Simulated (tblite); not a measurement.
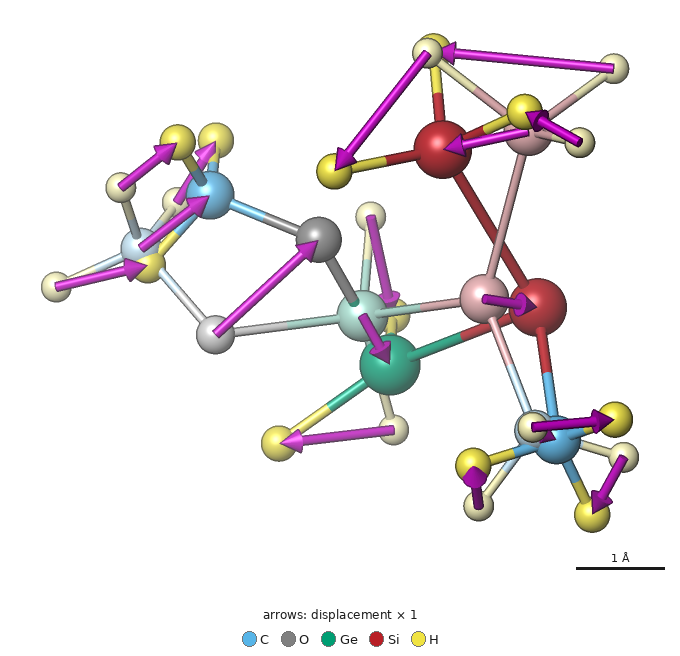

This is a relaxation of C$_{2}$H$_{11}$GeOSi$_{2}$ (multiplicity 2). The starting structure is drawn faded, the final one solid; purple arrows show the displacements, at their true length. The two geometries are superimposed by the best rigid fit.

A ball-and-stick model, seen at a tilt.

These are results of GFN2-xTB geometry optimisation, gas phase in tblite, not measurements. 

Q: What did the optimiser do to the structure, and how much energy did it gain?

A: Over 251 geometry steps the energy falls by 1.148 eV. An H atom moves most after the best rigid fit: 2.09 Å. Largest moves by element: H 2.09 Å, O 1.61 Å, C 1.03 Å, Si 1.02 Å, Ge 0.68 Å. Among the contacts that change: O–Si 4.719 → 2.484 Å, Si–Si 2.146 → 2.357 Å, Ge–Si 2.252 → 2.421 Å, C–Si 1.819 → 1.924 Å. Among the angles between lasting bonds that change: Si–Ge–H 108.1° → 142.8°, O–Ge–Si 110.0° → 77.7°, Ge–Si–Si 120.8° → 100.1°. Groups turn about C–O by about 95°, Ge–O by about 65°.
